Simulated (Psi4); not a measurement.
**AlF3 (SMILES F[Al](F)F): B3LYP/6-311+G(d,p)**

Aim: the energy change on altering one bond length of AlF3 at B3LYP/6-311+G**, from 2 runs. 

Program for the calculation: Psi4 1.11.

## (1) The system as given

The species is AlF3 (4 atoms), meant as a singlet with charge 0. As SMILES, `F[Al](F)F`. The shape is that of a PBE0-D4/def2-TZVP optimisation.

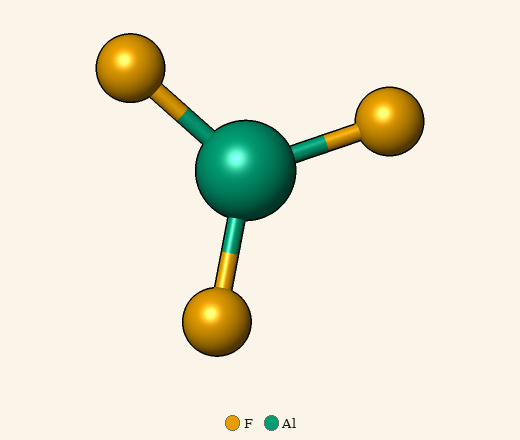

Viewed from a chosen angle; fluorine amber, aluminium teal.

## (2) Energy and gradient at B3LYP/6-311+G(d,p)

Input file calc.dat:

```
memory 2200 mb

molecule system {
  0 1
  F      1.62404953    -1.36549720     2.23019808
  Al     0.00000000    -0.00001890     0.00000000
  F     -2.72260402    -1.15751394    -0.85058463
  F      1.09855449     2.52303004    -1.37957566
  units bohr
  symmetry c1
}

set {
  reference rks
  puream true
  e_convergence 1e-09
  d_convergence 1e-08
  scf_type pk
  dft_radial_points 99
  dft_spherical_points 590
}

e_tot, wfn = gradient("b3lyp/6-311+G**", return_wfn=True)
oeprop(wfn, "MAYER_INDICES", "LOWDIN_CHARGES", "DIPOLE", title="B3LYP")
```

On the command line:

```console
$ psi4 -i calc.dat -o calc.out -n 1
```

calc.out (excerpt; [...] marks lines left out):

```text
[...]
  Running in c1 symmetry.
[...]
  Nuclear repulsion =  159.600526173030318
[...]
  Multiplicity = 1
[...]
  Nalpha       = 20
  Nbeta        = 20
[...]
    Number of basis functions: 96
[...]
   @RKS iter   1:  -542.06165881033803   -6.23530e-01   9.40492e-03 DIIS/ADIIS
[...]
   @RKS iter  10:  -542.30083109025361   -1.02318e-12   9.36582e-10 DIIS
[...]
    Orbital Energies [Eh]
    ---------------------
    Doubly Occupied:
       1A    -56.102763     2A    -24.680492     3A    -24.680491
       4A    -24.680485     5A     -4.213969     6A     -2.770696
       7A     -2.765925     8A     -2.765925     9A     -1.197647
      10A     -1.185390    11A     -1.185389    12A     -0.526174
      13A     -0.484879    14A     -0.484878    15A     -0.463778
      16A     -0.451741    17A     -0.451741    18A     -0.444062
      19A     -0.444062    20A     -0.425460
[...]
  @RKS Final Energy:  -542.30083109025361
   => Energetics <=
    Nuclear Repulsion Energy =            159.6005261730303175
    One-Electron Energy =               -1073.9416085585780820
    Two-Electron Energy =                 412.6333309670492895
    DFT Exchange-Correlation Energy =     -40.5930796717550777
    Empirical Dispersion Energy =           0.0000000000000000
    VV10 Nonlocal Energy =                  0.0000000000000000
    Total Energy =                       -542.3008310902536095
[...]
  -Total Gradient:
     Atom            X                  Y                   Z
    ------   -----------------  -----------------  -----------------
       1       -0.009723842102     0.008114959317    -0.013301527374
       2        0.000001014717     0.000000424209    -0.000001148021
       3        0.016270003415     0.006933673431     0.005069782517
       4       -0.006525126727    -0.015025730923     0.008228106278
[...]
 Multipole Moments:
 ------------------------------------------------------------------------------------
     Multipole            Electronic (a.u.)      Nuclear  (a.u.)        Total (a.u.)
 ------------------------------------------------------------------------------------
 L = 1.  Multiply by 2.5417464519 to convert [e a0] to [Debye]
 Dipole X            :         -0.0000003            0.0000000           -0.0000003
 Dipole Y            :         -0.0000386           -0.0000037           -0.0000423
 Dipole Z            :         -0.0000197           -0.0000019           -0.0000216
 Magnitude           :                                                    0.0000475
[...]
```

Run time: 28 s. Hardware: 1 thread of Intel Xeon at 2.50GHz (Skylake/Cascade Lake), shared host; peak memory 0.82 GiB.

## (3) The distorted shape, same level

Input file alf3.xyz:

```xyz
4
AlF3
F      1.579744    -0.416345     1.405214
Al     0.720334     0.306235     0.225044
F     -1.440740    -0.612530    -0.450110
F      1.301664     1.641375    -0.504996
```

Input file run.py:

```python
import psi4

psi4.set_memory(2200000000)
psi4.set_num_threads(1)
psi4.set_output_file('psi4.out', False)

with open('alf3.xyz') as f:
    atoms = ''.join(f.readlines()[2:])
molecule = psi4.geometry('0 1\n' + atoms + 'symmetry c1')

psi4.set_options({
    'basis': '6-311+G**',
    'puream': True,
    'e_convergence': 1e-09,
    'd_convergence': 1e-08,
    'scf_type': 'pk',
    'dft_radial_points': 99,
    'dft_spherical_points': 590,
})

result, w = psi4.gradient('b3lyp', return_wfn=True)
print('gradient / Eh bohr^-1')
print(result.np.round(6))
print(f'energy = {w.energy():.10f} Eh')
for k, v in sorted(psi4.core.scalar_variables().items()):
    print(f'{k:45s} {v:18.10f}')
```

On the command line:

```console
$ python run.py
```

psi4.out (excerpt; [...] marks lines left out):

```text
[...]
  Running in c1 symmetry.
[...]
  Nuclear repulsion =  140.694585766858779
[...]
  Multiplicity = 1
[...]
  Nalpha       = 20
  Nbeta        = 20
[...]
    Number of basis functions: 96
[...]
   @RKS iter   1:  -541.89620306039615   -6.84428e-01   9.80556e-03 DIIS/ADIIS
[...]
   @RKS iter  12:  -542.19189018043960   -5.79803e-12   2.13949e-09 DIIS
[...]
  @RKS Final Energy:  -542.19189018043960
   => Energetics <=
    Nuclear Repulsion Energy =            140.6945857668587792
    One-Electron Energy =               -1035.5913674410589920
    Two-Electron Energy =                 393.1657867847835632
    DFT Exchange-Correlation Energy =     -40.4608952910229789
    Empirical Dispersion Energy =           0.0000000000000000
    VV10 Nonlocal Energy =                  0.0000000000000000
    Total Energy =                       -542.1918901804396000
[...]
 Multipole Moments:
 ------------------------------------------------------------------------------------
     Multipole            Electronic (a.u.)      Nuclear  (a.u.)        Total (a.u.)
 ------------------------------------------------------------------------------------
 L = 1.  Multiply by 2.5417464519 to convert [e a0] to [Debye]
 Dipole X            :          1.0069929            0.0671954            1.0741883
 Dipole Y            :          0.4280819            0.0285639            0.4566458
 Dipole Z            :          0.3145829            0.0209911            0.3355740
 Magnitude           :                                                    1.2145022
[...]
  -Total Gradient:
     Atom            X                  Y                   Z
    ------   -----------------  -----------------  -----------------
       1       -0.002907094293     0.008785363726    -0.009305202967
       2        0.072770356134     0.030937912256     0.022733436763
       3       -0.069567938415    -0.029575958157    -0.021734125657
       4       -0.000346584763    -0.010169130389     0.008289849170
[...]
```

Standard output:

```text
gradient / Eh bohr^-1
[[-0.002907  0.008785 -0.009305]
 [ 0.07277   0.030938  0.022733]
 [-0.069568 -0.029576 -0.021734]
 [-0.000347 -0.010169  0.00829 ]]
energy = -542.1918901804 Eh
CURRENT ENERGY                                   -542.1918901804
CURRENT REFERENCE ENERGY                         -542.1918901804
DD SOLVATION ENERGY                                 0.0000000000
DFT FUNCTIONAL TOTAL ENERGY                      -542.1918901804
DFT TOTAL ENERGY                                 -542.1918901804
DFT VV10 ENERGY                                     0.0000000000
DFT XC ENERGY                                     -40.4608952910
GRID ELECTRONS ALPHA                               20.0000012809
GRID ELECTRONS BETA                                20.0000012809
GRID ELECTRONS TOTAL                               40.0000025618
NUCLEAR REPULSION ENERGY                          140.6945857669
ONE-ELECTRON ENERGY                             -1035.5913674411
PCM POLARIZATION ENERGY                             0.0000000000
PE ENERGY                                           0.0000000000
SCF ITERATION ENERGY                             -542.1918901804
SCF ITERATIONS                                     12.0000000000
SCF TOTAL ENERGY                                 -542.1918901804
TWO-ELECTRON ENERGY                               393.1657867848
XC GRID RADIAL POINTS                              99.0000000000
XC GRID SPHERICAL POINTS                          590.0000000000
XC GRID TOTAL POINTS                           227795.0000000000
```

Wall time 27 s (1 thread of Intel Xeon at 2.50GHz (Skylake/Cascade Lake), shared host); peak memory 0.8 GiB.

## (4) Results

At B3LYP/6-311+G**:

```
                                                          quantity          value
                                         first shape: total energy  -542.30083 Eh
                                        first shape: dipole moment         0.00 D
                                          first shape: HOMO energy      -11.58 eV
                                          first shape: LUMO energy       -2.16 eV
                                        first shape: HOMO–LUMO gap        9.42 eV
                             first shape: largest force on an atom     0.946 eV/Å
                                     distorted shape: total energy  -542.19189 Eh
                                    distorted shape: dipole moment         3.09 D
                                      distorted shape: HOMO energy       -9.33 eV
                                      distorted shape: LUMO energy       -4.38 eV
                                    distorted shape: HOMO–LUMO gap        4.95 eV
                         distorted shape: largest force on an atom     4.231 eV/Å
energy change with the Al2–F3 bond stretched from 1.629 to 2.443 Å       2.964 eV
```

What this shows: With the Al2–F3 bond stretched from 1.629 to 2.443 Å the energy rises by 2.96 eV (68 kcal/mol). The first shape isn't relaxed at this level, so the change isn't measured from a minimum. The largest force (first shape) is 0.95 eV/Å: the shape isn't a stationary point for this species at this level.
